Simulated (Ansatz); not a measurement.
## Single-point calculation, with input and output: CH₇Al₂B

System: CH₇Al₂B.
Method: RKS SPW92/def2-mTZVPP (Ansatz 0.2.0).

Some settings of this run were made unusual or wrong on purpose. The geometry comes from this level: PBE0-D4/def2-TZVP.

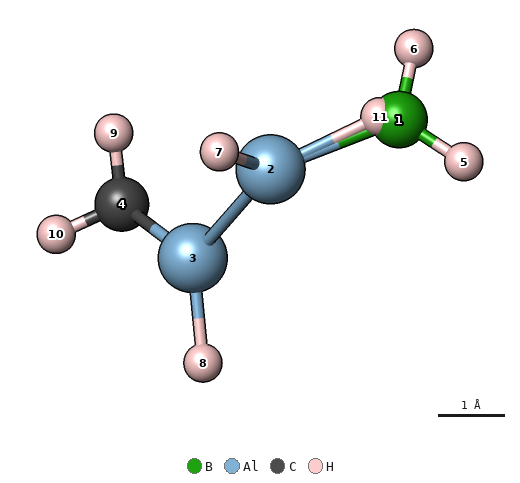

Figure 1. The structure (ball-and-stick view, seen at a tilt; atoms are numbered from 1 in the order of the input). Sticks mark near contacts. Bond lengths as drawn: Al–Al 2.60 Å, Al–B 2.10 Å, Al–C 1.96 Å, Al–H 1.60 to 1.85 Å, B–H 0.30 to 1.20 Å and C–H 1.09 to 1.10 Å.

### Outcome

| quantity | value |
| --- | --- |
| outcome | converged |
| total energy | −14859.0131 eV |
| SCF solution under orbital rotations | stable |
| hardware | 2 threads of Arm Neoverse V1, 23 GiB of memory available, shared host |
| wall time | 1.3 s (CPU time 2.4 s) |
| peak memory | 0.45 GiB |

### What went wrong

This input holds a deliberate fault: two atoms are placed far too close. The program still converged, but the numbers can't be taken as results for the intended system.

### Input file
```yaml
crystal:
  periodic: [false, false, false]
  atoms:
    - {symbol: B, position_ang: [-1.824203, 2.357258, -0.145000]}
    - {symbol: Al, position_ang: [0.080813, 1.582881, -0.589215]}
    - {symbol: Al, position_ang: [0.524955, -0.979309, -0.680762]}
    - {symbol: C, position_ang: [1.048534, -2.059520, 0.870242]}
    - {symbol: H, position_ang: [-2.658876, 2.555598, -0.986010]}
    - {symbol: H, position_ang: [-2.191782, 2.568496, 0.979378]}
    - {symbol: H, position_ang: [1.286898, 2.597756, -0.875406]}
    - {symbol: H, position_ang: [0.347705, -1.766442, -2.063484]}
    - {symbol: H, position_ang: [1.204756, -1.487620, 1.786870]}
    - {symbol: H, position_ang: [1.968772, -2.612971, 0.652764]}
    - {symbol: H, position_ang: [-1.524203, 2.357258, -0.095000]}
basis:
  gaussian: {orbitals: def2-mTZVPP}
hamiltonian: {xc: {name: SPW92}}
```

Launch command:
```bash
ansatz run in.yaml --threads 2 --pin off --events-out ev --progress --plain --max-ram 4352MiB
```

### The program's output
```
Functional definition: SPW92
  name "SPW92"
  cite "Dirac, Proc. Camb. Phil. Soc. 26, 376 (1930) doi:10.1017/S0305004100016108"
  cite "Slater, Phys. Rev. 81, 385 (1951) doi:10.1103/PhysRev.81.385"
  cite "Perdew & Wang, Phys. Rev. B 45, 13244 (1992) doi:10.1103/PhysRevB.45.13244"
  exchange = slater_x
  correlation = pw_c
1226 factors; their error is unknown
mean field evaluation 1: about -14804.5874 eV, gradient 1.3e2 eV
mean field evaluation 2: about -14467.8263 eV, gradient 2.3e2 eV
mean field evaluation 4: about -14841.4908 eV, gradient 6.0e1 eV
mean field evaluation 8: about -14855.2271 eV, gradient 2.7e1 eV
mean field evaluation 16: about -14859.0416 eV, gradient 1.5e-1 eV
mean field evaluation 32: about -14857.9060 eV, gradient 8.0e-1 eV
mean field -14859.01300705 eV, -546.0586562084 hartree, gradient 4.7e-6 eV, S^2 0.000000; 1 other end points of the search recorded, 0 dependent functions left out
reference -14859.01306279 eV, -546.0586582568 hartree; 22, 22 occupied and 95, 95 virtual orbitals, 1226 factors
Total energy: -14859.01306279 eV, -546.0586582568 hartree
```
